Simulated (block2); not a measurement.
# N2H (SMILES [N]=N) at DMRG/ANO-RCC-MB

What is the energy change on altering one bond length of N2H at DMRG/ANO-RCC-MB? 

Program for the calculation: block2 0.5.4.

4 further runs of the same task are left out: 4 set aside as unsound or not needed.

## Step 1: The molecule

N2H has 3 atoms, charge 0, and is taken as a doublet. SMILES: `[N]=N`. The shape is that of a PBE0-D4/def2-TZVP optimisation.

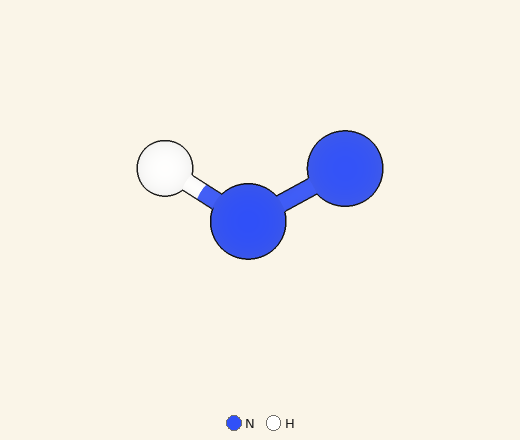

The structure, seen from a chosen angle (nitrogen blue, hydrogen white).

## Step 2: A single-point energy at DMRG/ANO-RCC-MB

Input file mol.xyz:

```xyz
3
HN2
N      0.710530    -0.606720     0.326180
N     -0.268660    -0.217710    -0.170100
H     -0.441870     0.824430    -0.156080
```

Input file run_dmrg.py:

```python
import numpy as np
from pyscf import cc, dft, gto, lo, mcscf, mp, scf
from pyblock2._pyscf.ao2mo import integrals as itg
from pyblock2.driver.core import DMRGDriver, SymmetryTypes

geom = "mol.xyz"
mol = gto.M(
    atom=geom,
    basis="ano-rcc-mb",
    charge=0,
    spin=1,
    verbose=4,
)
print("basis functions               : %d" % (mol.nao))
mf = scf.ROHF(mol)
mf.conv_tol = 1e-10
mf.max_cycle = 200
mf.kernel()
if not mf.converged:
    mf = mf.newton().run(mf.mo_coeff, mf.mo_occ)
print(f"SCF energy                    : {mf.e_tot:.10f}")
# MP2, CCSD and CCSD(T) with the same frozen core
ref = scf.UHF(mol).run(mf.make_rdm1(), conv_tol=1e-10)
pt = mp.MP2(ref, frozen=2).run()
mycc = cc.CCSD(ref, frozen=2)
mycc.max_cycle = 150
mycc.kernel()
print("MP2 total energy              : %.10f" % (pt.e_tot))
if mycc.converged:
    print(f"CCSD total energy             : {mycc.e_tot:.10f}")
    print("CCSD(T) total energy          : %.10f" % (mycc.e_tot + mycc.ccsd_t()))
# a few density functionals on the same geometry and basis
ks = dft.UKS(mol, xc="camb3lyp").set(conv_tol=1e-9, verbose=3).run(mf.make_rdm1())
if ks.converged:
    print("E(CAM-B3LYP)                  : %.8f" % (ks.e_tot))
ks = dft.UKS(mol, xc="pbe0").set(conv_tol=1e-9, verbose=3).run(mf.make_rdm1())
if ks.converged:
    print("E(PBE0)                       : %.8f" % (ks.e_tot))
ks = dft.UKS(mol, xc="m06l").set(conv_tol=1e-9, verbose=3).run(mf.make_rdm1())
if ks.converged:
    print(f"E(M06-L)                      : {ks.e_tot:.8f}")
# localise doubly occupied and virtual orbitals apart
mo = mf.mo_coeff.copy()
for a, b in ((2, 7), (8, 11)):
    if b - a > 1:
        mo[:, a:b] = lo.Boys(mol, mo[:, a:b]).kernel()
mf.mo_coeff = mo
ncas, n_elec, spin, ecore, h1e, g2e, orb_sym = itg.get_rhf_integrals(mf, ncore=2, ncas=9, pg_symm=False, g2e_symm=1)
drv = DMRGDriver(scratch="./tmp", symm_type=SymmetryTypes.SU2, stack_mem=1500 << 20, n_threads=1)
# orbital ordering
idx = drv.orbital_reordering(h1e, g2e, method="fiedler")
print("orbital order:", idx.tolist())
h1e = h1e[np.ix_(idx, idx)]
g2e = g2e[np.ix_(idx, idx, idx, idx)]
orb_sym = np.array(orb_sym)[idx]
drv.initialize_system(n_sites=ncas, n_elec=n_elec, spin=spin, orb_sym=orb_sym)
mpo = drv.get_qc_mpo(h1e=h1e, g2e=g2e, ecore=ecore, iprint=1)
occs = np.array([1.7] * 5 + [1.0] * 1 + [0.3] * 3)[idx]
mps = drv.get_random_mps(tag="GS", bond_dim=50, nroots=1, occs=occs)
bond_dims = [50] * 4 + [75] * 3 + [100] * 2
noises = [0.0001] * 4 + [0.0001] * 3 + [1e-05] * 2 + [0]
thrds = [1e-09] * 9
e = drv.dmrg(mpo, mps, n_sweeps=15, tol=1e-06, bond_dims=bond_dims, noises=noises, thrds=thrds, iprint=1)
ms, dws, es = drv.get_dmrg_results()
print("discarded weight              : %.3e" % (dws[-1]))
print("total energy                  : %.10f" % (e))
csf, coef = drv.get_csf_coefficients(mps, cutoff=0.05, iprint=1)
print(f"c0^2                          : {np.max(np.abs(coef)) ** 2:.4f}")
# exact diagonalisation in the same space
ci = mcscf.CASCI(mf, 9, (6, 5))
ci.fix_spin_(ss=0.75)
ci.fcisolver.conv_tol = 1e-10
ci.fcisolver.max_cycle = 200
ci.kernel()
print("E(FCI)                        : %.10f" % (ci.e_tot))
```

Run with:

```bash
$ python run_dmrg.py
```

Standard output:

```text
[INPUT] verbose = 4
[INPUT] num. atoms = 3
[INPUT] num. electrons = 15
[INPUT] charge = 0
[INPUT] spin (= nelec alpha-beta = 2S) = 1
[INPUT] symmetry False subgroup None
[INPUT] Mole.unit = angstrom
[INPUT] Symbol           X                Y                Z      unit          X                Y                Z       unit  Magmom
[INPUT]  1 N      0.710530000000  -0.606720000000   0.326180000000 AA    1.342707103287  -1.146534634296   0.616390867311 Bohr   0.0
[INPUT]  2 N     -0.268660000000  -0.217710000000  -0.170100000000 AA   -0.507693820626  -0.411412274579  -0.321442413789 Bohr   0.0
[INPUT]  3 H     -0.441870000000   0.824430000000  -0.156080000000 AA   -0.835013282662   1.557946908875  -0.294948453522 Bohr   0.0

nuclear repulsion = 27.7196870231311
number of shells = 5
number of NR pGTOs = 90
number of NR cGTOs = 11
basis = ano-rcc-mb
ecp = {}
CPU time:         0.50
basis functions               : 11

[... 41 lines left out ...]
converged SCF energy = -109.266822617627
SCF energy                    : -109.2668226176
[... 88 lines left out ...]
converged SCF energy = -109.271251755991  <S^2> = 0.86655312  2S+1 = 2.1133415
[... 22 lines left out ...]
Init t2, MP2 energy = -0.0997033989648397
[... 15 lines left out ...]
UCCSD converged
[... 1 line left out ...]
MP2 total energy              : -109.3709551550
CCSD total energy             : -109.3981926901
[... 1 line left out ...]
CCSD(T) total energy          : -109.3997012294
[... 9 lines left out ...]
converged SCF energy = -109.847706998129  <S^2> = 0.75265852  2S+1 = 2.0026568
[... 10 lines left out ...]
converged SCF energy = -109.769609216833  <S^2> = 0.75263792  2S+1 = 2.0026362
[... 10 lines left out ...]
converged SCF energy = -109.879908075752  <S^2> = 0.75134644  2S+1 = 2.001346
[... 53 lines left out ...]
integral symmetrize error =  0.0
integral cutoff error =  0.0
[... 41 lines left out ...]
Sweep =    8 | Direction =  forward | Bond dimension =  100 | Noise =  1.00e-05 | Dav threshold =  1.00e-09
Time elapsed =      2.404 | E =    -109.4010921209 | DE = -2.51e-07 | DW = 1.79377e-07

Sweep =    9 | Direction = backward | Bond dimension =  100 | Noise =  0.00e+00 | Dav threshold =  1.00e-07
Time elapsed =      2.705 | E =    -109.4010921075 | DE = 1.35e-08 | DW = 5.62909e-08

discarded weight              : 5.629e-08
total energy                  : -109.4010921075
DTRIE T =      0.001
Number of CSF =          9 (cutoff =      0.05)
Sum of weights of included CSF =    0.957103002079367

CSF          0 022-22002  =   -0.953694363670390
CSF          1 022-+-+-2  =   -0.086188111638563
CSF          2 022-20022  =    0.084310738863792
CSF          3 022-02202  =    0.084310630799586
CSF          4 02-22+0-2  =    0.077545063340135
CSF          5 02-2+2-02  =    0.077544923739190
CSF          6 202-22002  =    0.075042529632423
CSF          7 02-222002  =    0.073644910886761
CSF          8 -22022002  =    0.053326192832397
c0^2                          : 0.9095

******** <class 'pyscf.mcscf.casci.CASCI'> ********
CAS (6e+5e, 9o), ncore = 2, nvir = 0
natorb = False
canonicalization = True
sorting_mo_energy = False
max_memory 1800 MB (current use 280 MB)
******** <class 'pyscf.fci.addons.SpinPenaltyFCISolver'> ********
max. cycles = 200
conv_tol = 1e-10
davidson only = True
linear dependence = 1e-12
level shift = 0.001
max iter space = 12
max_memory 1800 MB
nroots = 1
pspace_size = 400
spin = None
Density matrix diagonal elements [1.95182759 1.97527398 1.96852662 1.98709412 1.95182749 1.02127636
 0.0555349  0.03310413 0.05553481]
CASCI converged
CASCI E = -109.401092209272  E(CI) = -35.1944130862986  S^2 = 0.7500000
E(FCI)                        : -109.4010922093
```

Wall time 8.1 s (1 thread of Arm Neoverse V2, shared host); peak memory 0.26 GiB.

## Step 3: The distorted shape: the energy at DMRG/ANO-RCC-MB

Input file mol.xyz:

```xyz
3
HN2
N      1.885596    -1.073547     0.921735
N     -0.268660    -0.217710    -0.170100
H     -0.441870     0.824430    -0.156080
```

Input file dmrg.py:

```python
import numpy as np
from pyscf import cc, dft, gto, mcscf, mp, scf
from pyblock2._pyscf.ao2mo import integrals as itg
from pyblock2.driver.core import DMRGDriver, SymmetryTypes

mol = gto.M(atom="mol.xyz", basis="ano-rcc-mb", charge=0, spin=1, verbose=4)
print("nao                            = %d" % (mol.nao))
mf = scf.ROHF(mol)
mf.conv_tol = 1e-10
mf.max_cycle = 200
mf.kernel()
if not mf.converged:
    mf = mf.newton().run(mf.mo_coeff, mf.mo_occ)
print("E(HF)                          = %.10f" % (mf.e_tot))
ref = scf.UHF(mol).run(mf.make_rdm1(), conv_tol=1e-10)
pt = mp.MP2(ref, frozen=2).run()
mycc = cc.CCSD(ref, frozen=2)
mycc.max_cycle = 150
mycc.kernel()
print("E(MP2)                         = %.10f" % (pt.e_tot))
if mycc.converged:
    print(f"E(CCSD)                        = {mycc.e_tot:.10f}")
    print("CCSD(T) total energy           = %.10f" % (mycc.e_tot + mycc.ccsd_t()))
ks = dft.UKS(mol, xc="camb3lyp").set(conv_tol=1e-9, verbose=3).run(mf.make_rdm1())
if ks.converged:
    print("E(CAM-B3LYP)                   = %.8f" % (ks.e_tot))
ks = dft.UKS(mol, xc="pbe0").set(conv_tol=1e-9, verbose=3).run(mf.make_rdm1())
if ks.converged:
    print("E(PBE0)                        = %.8f" % (ks.e_tot))
ks = dft.UKS(mol, xc="m06l").set(conv_tol=1e-9, verbose=3).run(mf.make_rdm1())
if ks.converged:
    print(f"E(M06-L)                       = {ks.e_tot:.8f}")
occ_no, mo = mcscf.addons.make_natural_orbitals(mp.MP2(mf.to_uhf(), frozen=2).run())
mf.mo_coeff = mo
ncas, n_elec, spin, ecore, h1e, g2e, orb_sym = itg.get_rhf_integrals(mf, ncore=2, ncas=9, pg_symm=False, g2e_symm=1)
driver = DMRGDriver(scratch="./tmp", symm_type=SymmetryTypes.SU2, stack_mem=1500 << 20, n_threads=1)
idx = driver.orbital_reordering(h1e, g2e, method="gaopt")
print("orbital order:", idx.tolist())
h1e = h1e[np.ix_(idx, idx)]
g2e = g2e[np.ix_(idx, idx, idx, idx)]
orb_sym = np.array(orb_sym)[idx]
driver.initialize_system(n_sites=ncas, n_elec=n_elec, spin=spin, orb_sym=orb_sym)
mpo = driver.get_qc_mpo(h1e=h1e, g2e=g2e, ecore=ecore, iprint=0)
occs = np.array([1.8] * 5 + [1.0] * 1 + [0.2] * 3)[idx]
ket = driver.get_random_mps(tag="GS", bond_dim=25, nroots=1, occs=occs)
bond_dims = [25] * 2 + [50] * 2 + [100] * 3
noises = [0.0001] * 2 + [0.0001] * 2 + [1e-05] * 3 + [0]
thrds = [1e-09] * 7
e = driver.dmrg(mpo, ket, n_sweeps=13, tol=1e-06, bond_dims=bond_dims, noises=noises, thrds=thrds, iprint=1)
ms, dws, es = driver.get_dmrg_results()
print("DW                             = %.3e" % (dws[-1]))
print("final energy                   = %.10f" % (e))
dm1 = driver.get_1pdm(ket)
print("natural occupations            =", np.round(np.linalg.eigvalsh(dm1)[::-1], 5).tolist())
c_act = mf.mo_coeff[:, 2:11][:, idx]
dm_ao = c_act @ dm1 @ c_act.T + 2 * mf.mo_coeff[:, :2] @ mf.mo_coeff[:, :2].T
print("dipole moment (debye)          =", np.round(scf.hf.dip_moment(mol, dm_ao, verbose=0), 4).tolist())
print(f"largest bipartite entropy      = {max(driver.get_bipartite_entanglement(ket)):.4f}")
ci = mcscf.CASCI(mf, 9, (6, 5))
ci.fix_spin_(ss=0.75)
ci.fcisolver.conv_tol = 1e-10
ci.fcisolver.max_cycle = 200
ci.kernel()
print(f"exact diagonalisation          = {ci.e_tot:.10f}")
```

Run with:

```bash
$ python dmrg.py
```

Standard output:

```text
[INPUT] verbose = 4
[INPUT] num. atoms = 3
[INPUT] num. electrons = 15
[INPUT] charge = 0
[INPUT] spin (= nelec alpha-beta = 2S) = 1
[INPUT] symmetry False subgroup None
[INPUT] Mole.unit = angstrom
[INPUT] Symbol           X                Y                Z      unit          X                Y                Z       unit  Magmom
[INPUT]  1 N      1.885596000000  -1.073547000000   0.921735000000 AA    3.563260021575  -2.028709811848   1.741826709426 Bohr   0.0
[INPUT]  2 N     -0.268660000000  -0.217710000000  -0.170100000000 AA   -0.507693820626  -0.411412274579  -0.321442413789 Bohr   0.0
[INPUT]  3 H     -0.441870000000   0.824430000000  -0.156080000000 AA   -0.835013282662   1.557946908875  -0.294948453522 Bohr   0.0

nuclear repulsion = 14.7866570578196
number of shells = 5
number of NR pGTOs = 90
number of NR cGTOs = 11
basis = ano-rcc-mb
ecp = {}
CPU time:         0.51
nao                            = 11

[... 24 lines left out ...]
WARN: HOMO 0.343044281706975 >= LUMO -0.0418354836190977
[... 9 lines left out ...]
WARN: HOMO -0.0240394118654399 >= LUMO -0.286236609311153
[... 3 lines left out ...]
WARN: HOMO -0.0656271075804725 >= LUMO -0.190040026365795
[... 52 lines left out ...]
converged SCF energy = -109.05917512708
[... 93 lines left out ...]
converged SCF energy = -109.059228634438  <S^2> = 0.75252909  2S+1 = 2.0025275
[... 22 lines left out ...]
Init t2, MP2 energy = -0.035547964501127
[... 151 lines left out ...]
UCCSD not converged
[... 11 lines left out ...]
converged SCF energy = -109.54980997353  <S^2> = 0.77290576  2S+1 = 2.0227761
[... 10 lines left out ...]
converged SCF energy = -109.461063020664  <S^2> = 0.80276833  2S+1 = 2.05209
[... 10 lines left out ...]
converged SCF energy = -109.772329510479  <S^2> = 2.6383858  2S+1 = 3.3990504
[... 24 lines left out ...]
Sweep =    4 | Direction =  forward | Bond dimension =  100 | Noise =  1.00e-05 | Dav threshold =  1.00e-09
Time elapsed =      0.991 | E =    -109.3374295253 | DE = -1.93e-05 | DW = 4.67121e-07

Sweep =    5 | Direction = backward | Bond dimension =  100 | Noise =  1.00e-05 | Dav threshold =  1.00e-09
Time elapsed =      1.365 | E =    -109.3374318691 | DE = -2.34e-06 | DW = 8.80088e-07

Sweep =    6 | Direction =  forward | Bond dimension =  100 | Noise =  1.00e-05 | Dav threshold =  1.00e-09
Time elapsed =      1.738 | E =    -109.3374318693 | DE = -2.30e-10 | DW = 8.49138e-07

Sweep =    7 | Direction = backward | Bond dimension =  100 | Noise =  0.00e+00 | Dav threshold =  1.00e-07
Time elapsed =      2.050 | E =    -109.3374318814 | DE = -1.21e-08 | DW = 5.89951e-07

DW                             = 5.900e-07
final energy                   = -109.3374318814
natural occupations            = [1.99958, 1.99613, 1.97011, 1.22751, 1.06412, 1.00006, 0.93602, 0.77329, 0.03319]
dipole moment (debye)          = [-0.2085, 1.2494, 0.0163]
largest bipartite entropy      = 1.2035

******** <class 'pyscf.mcscf.casci.CASCI'> ********
CAS (6e+5e, 9o), ncore = 2, nvir = 0
natorb = False
canonicalization = True
sorting_mo_energy = False
max_memory 1800 MB (current use 283 MB)
******** <class 'pyscf.fci.addons.SpinPenaltyFCISolver'> ********
max. cycles = 200
conv_tol = 1e-10
davidson only = True
linear dependence = 1e-12
level shift = 0.001
max iter space = 12
max_memory 1800 MB
nroots = 1
pspace_size = 400
spin = None
Density matrix diagonal elements [1.00395333 1.0516874  1.99721191 1.9827991  1.97383058 0.99618225
 1.05979111 0.11482658 0.81971774]
CASCI converged
CASCI E = -109.337431932241  E(CI) = -28.3719126390645  S^2 = 0.7500000
exact diagonalisation          = -109.3374319322
```

Wall time 12 s (1 thread of Arm Neoverse V2, shared host); peak memory 0.27 GiB.

## Step 4: What came out

Level: DMRG/ANO-RCC-MB, 2 core orbitals frozen.

| quantity | value |
| --- | --- |
| run 1, DMRG/ANO-RCC-MB: total energy | -109.40109 Eh |
| distorted shape: total energy | -109.33743 Eh |
| distorted shape: dipole moment (of the density that the program reports) | 1.27 D |
| energy change with the N1–N2 bond stretched from 1.165 to 2.562 Å | 1.732 eV |

With the N1–N2 bond stretched from 1.165 to 2.562 Å the energy rises by 1.73 eV (167 kJ/mol). The first shape isn't relaxed at this level, so the change isn't measured from a minimum. The minimal basis adds a large error of its own. The basis (run 1, DMRG/ANO-RCC-MB) was made for a relativistic Hamiltonian, but the run is non-relativistic. The basis (distorted shape) was made for a relativistic Hamiltonian, but the run is non-relativistic.
